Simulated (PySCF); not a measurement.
## Two runs on C5H7FO3

System: C5H7FO3.
Method of the first run: GIAO PBE0/pcSseg-1 NMR shielding, non-relativistic, gas phase (PySCF 2.14.0).

The geometry comes from this level: GFN2-xTB. Text and figures count atoms from 1; the logs count them from 0 in places.

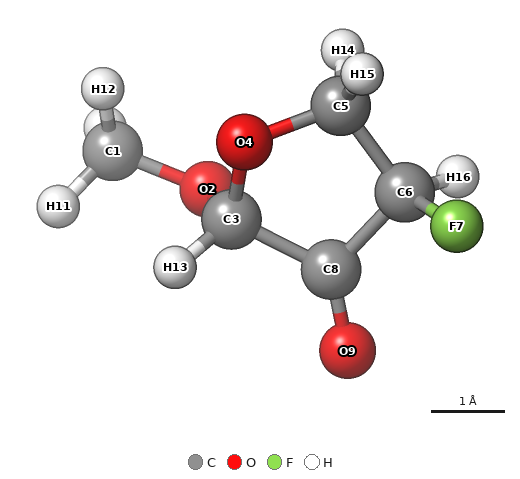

Fig. 1: The structure as given in the input (ball-and-stick view, seen at a tilt; atoms are numbered from 1 in the order of the input). Bond lengths as drawn: C–C 1.53 to 1.54 Å, C–F 1.37 Å, C–H 1.09 to 1.10 Å and C–O 1.19 to 1.42 Å.

**The input, the first run**
```
{"job": {"kind": "nmr", "xc": "PBE0", "basis": "pcSseg-1"}, "charge": 0, "multiplicity": 1}
C      2.407186    -0.458512     0.459203
O      1.176335    -0.761014    -0.173092
C      0.441055     0.371433    -0.536403
O     -0.103776     1.050198     0.557539
C     -1.315148     0.407569     0.931092
C     -1.932317    -0.151129    -0.351130
F     -2.952756     0.646282    -0.811927
C     -0.761068    -0.139003    -1.345675
O     -0.783200    -0.448540    -2.493775
H      2.848115    -1.416985     0.721569
H      3.069605     0.082734    -0.223938
H      2.247152     0.141085     1.359345
H      1.058754     1.085725    -1.100610
H     -1.108193    -0.402073     1.640251
H     -1.952698     1.160346     1.395738
H     -2.346646    -1.159173    -0.244359
```

The first line tells a small driver script what to run in PySCF; the rest is the geometry in Å.

Launched with:
```bash
OMP_NUM_THREADS=1 python <driver script> task.json out
```

Hardware: 1 CPU thread, shared host.

**Output (the first run)**
```
coarse grid: 14120 points
cycle   1  E = -519.2917143658  dE =  1.575e+00  |g| = 1.100e+00  |ddm| = 3.612e+00
cycle   2  E = -518.7083389249  dE =  5.834e-01  |g| = 2.103e+00  |ddm| = 2.328e+00
cycle   3  E = -519.4962436248  dE = -7.879e-01  |g| = 2.626e-01  |ddm| = 1.755e+00
cycle   4  E = -519.5070481010  dE = -1.080e-02  |g| = 1.158e-01  |ddm| = 2.630e-01
cycle   5  E = -519.5092492894  dE = -2.201e-03  |g| = 1.609e-02  |ddm| = 8.594e-02
cycle   6  E = -519.5093017135  dE = -5.242e-05  |g| = 5.585e-03  |ddm| = 1.566e-02
cycle   7  E = -519.5093072953  dE = -5.582e-06  |g| = 1.683e-03  |ddm| = 4.833e-03
final grid: 138872 points
cycle   8  E = -519.6030978450  dE = -1.955e-05  |g| = 1.775e-02  |ddm| = 3.021e-02
cycle   9  E = -519.6029765604  dE =  1.213e-04  |g| = 3.156e-02  |ddm| = 3.021e-02
cycle  10  E = -519.6031517136  dE = -1.752e-04  |g| = 3.880e-03  |ddm| = 2.121e-02
cycle  11  E = -519.6031544434  dE = -2.730e-06  |g| = 4.030e-04  |ddm| = 2.640e-03
cycle  12  E = -519.6031544683  dE = -2.488e-08  |g| = 1.753e-04  |ddm| = 4.356e-04
cycle  13  E = -519.6031544744  dE = -6.157e-09  |g| = 3.664e-05  |ddm| = 1.581e-04
cycle  14  E = -519.6031544746  dE = -2.025e-10  |g| = 1.726e-05  |ddm| = 3.875e-05
converged SCF energy = -519.6031544746

GIAO shielding tensors (ppm)
atom      isotropic    diamagn.    paramagn.     s11        s22        s33       span
  0 C      128.848     244.041    -115.193     94.105    109.156    183.285     89.180
  1 O      274.644     399.048    -124.404    205.553    292.259    326.120    120.567
  2 C       83.144     247.552    -164.409     56.853     95.207     97.370     40.517
  3 O      263.571     397.034    -133.464    234.000    242.638    314.075     80.075
  4 C      112.652     244.412    -131.760     82.931    104.234    150.791     67.860
  5 C       98.157     251.106    -152.949     65.232     96.011    133.228     67.996
  6 F      390.822     467.804     -76.982    343.216    405.540    423.711     80.495
  7 C      -23.512     250.147    -273.659   -102.000    -31.462     62.926    164.925
  8 O     -345.854     395.954    -741.807   -986.473   -436.340    385.251   1371.724
  9 H       27.936      28.269      -0.333     24.098     25.618     34.093      9.994
 10 H       28.461      28.393       0.068     24.464     26.180     34.739     10.274
 11 H       27.844      29.477      -1.633     23.234     26.687     33.611     10.377
 12 H       27.067      30.936      -3.869     22.927     27.002     31.273      8.345
 13 H       27.026      29.632      -2.606     22.469     26.608     32.001      9.533
 14 H       27.091      27.804      -0.713     23.569     25.947     31.758      8.189
 15 H       26.834      29.295      -2.461     22.914     27.851     29.736      6.822
```

For the second run the input was changed thus:
```diff
-"basis": "pcSseg-1"
+"basis": "pcSseg-0"
+"pop": false
+"scf": {"conv": 1e-11}
```

Predict how the results change.

The total energy of the second run is 747.1 kcal/mol higher, which measures the change of basis and not a stability. The LUMO goes from −1.65 to −1.82 eV. The dipole moment goes from 3.21 to 3.28 D. Of all shieldings, the largest change is that of O9, by −93.6 ppm. The SCF takes 13 iterations against 14. The basis functions go from 188 to 95.

**Output (the second run)**
```
final grid: 138872 points
cycle   1  E = -518.1847777243  dE =  1.622e+00  |g| = 1.064e+00  |ddm| = 4.315e+00
cycle   2  E = -517.5497445940  dE =  6.350e-01  |g| = 2.138e+00  |ddm| = 3.911e+00
cycle   3  E = -518.4006655732  dE = -8.509e-01  |g| = 2.555e-01  |ddm| = 2.819e+00
cycle   4  E = -518.4112601601  dE = -1.059e-02  |g| = 8.869e-02  |ddm| = 3.309e-01
cycle   5  E = -518.4125965927  dE = -1.336e-03  |g| = 1.203e-02  |ddm| = 9.228e-02
cycle   6  E = -518.4126265236  dE = -2.993e-05  |g| = 4.535e-03  |ddm| = 1.628e-02
cycle   7  E = -518.4126300040  dE = -3.480e-06  |g| = 1.597e-03  |ddm| = 5.923e-03
cycle   8  E = -518.4126304603  dE = -4.563e-07  |g| = 2.250e-04  |ddm| = 2.193e-03
cycle   9  E = -518.4126304706  dE = -1.023e-08  |g| = 1.003e-04  |ddm| = 4.748e-04
cycle  10  E = -518.4126304729  dE = -2.348e-09  |g| = 2.072e-05  |ddm| = 1.452e-04
cycle  11  E = -518.4126304730  dE = -9.254e-11  |g| = 1.092e-05  |ddm| = 3.338e-05
cycle  12  E = -518.4126304730  dE = -4.150e-11  |g| = 1.596e-06  |ddm| = 2.676e-05
cycle  13  E = -518.4126304730  dE = -2.728e-12  |g| = 9.321e-07  |ddm| = 8.005e-06
converged SCF energy = -518.4126304730

GIAO shielding tensors (ppm)
atom      isotropic    diamagn.    paramagn.     s11        s22        s33       span
  0 C      134.895     244.516    -109.620     99.105    114.566    191.016     91.911
  1 O      294.159     398.606    -104.447    227.940    314.728    339.809    111.869
  2 C       84.967     242.092    -157.125     55.447     95.528    103.926     48.479
  3 O      279.443     399.351    -119.908    252.649    258.309    327.371     74.722
  4 C      118.472     243.038    -124.566     85.224    110.116    160.077     74.853
  5 C      101.136     254.048    -152.913     68.572     98.407    136.428     67.856
  6 F      411.940     462.319     -50.379    373.088    409.385    453.348     80.260
  7 C      -33.277     249.933    -283.210   -114.646    -49.005     63.821    178.467
  8 O     -439.425     390.313    -829.738  -1231.920   -501.875    415.519   1647.439
  9 H       29.083      27.796       1.287     24.757     26.688     35.804     11.047
 10 H       29.795      28.127       1.668     25.434     27.675     36.276     10.843
 11 H       29.173      27.951       1.221     24.031     28.073     35.413     11.381
 12 H       28.245      29.683      -1.438     23.906     27.799     33.031      9.124
 13 H       28.282      27.627       0.655     23.568     27.835     33.443      9.874
 14 H       28.419      28.189       0.231     24.445     27.474     33.338      8.893
 15 H       28.093      29.281      -1.188     24.316     28.857     31.107      6.791
```

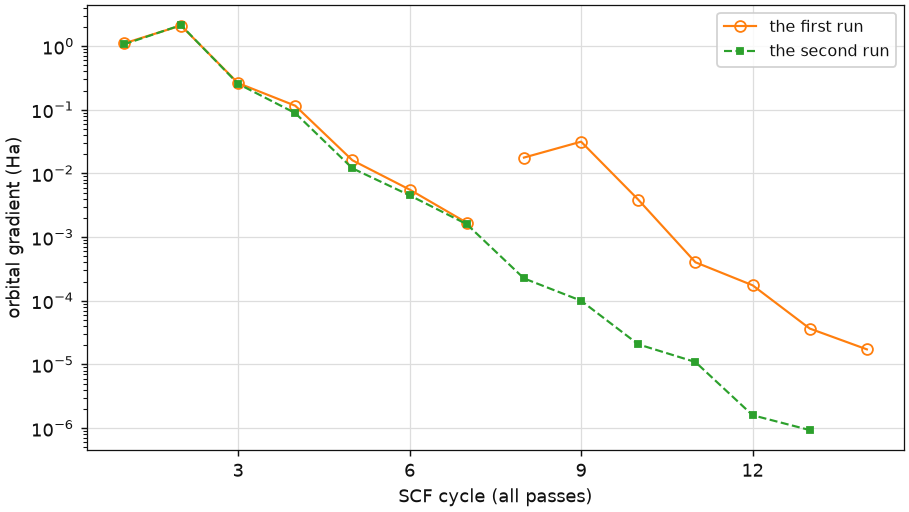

Fig. 2: Convergence of the two runs: orbital gradient against the SCF cycle. A break in a curve parts two SCF passes (coarse and final grid). The first run takes 14 cycles in all, and the second run takes 13.

**The two runs side by side**

```tsv
quantity	the first run	the second run
outcome	converged	converged
total energy (hartree)	−519.603154	−518.412630
HOMO (eV)	−7.59	−7.62
LUMO (eV)	−1.65	−1.82
dipole moment (D)	3.21	3.28
shielding of C1 (ppm)	128.8	134.9
shielding of O2 (ppm)	274.6	294.2
shielding of O4 (ppm)	263.6	279.4
shielding of C5 (ppm)	112.7	118.5
shielding of F7 (ppm)	390.8	411.9
shielding of C8 (ppm)	−23.5	−33.3
shielding of O9 (ppm)	−345.9	−439.4
SCF iterations	14	13
basis functions	188	95
wall time (shared host)	42 s	15 s
```
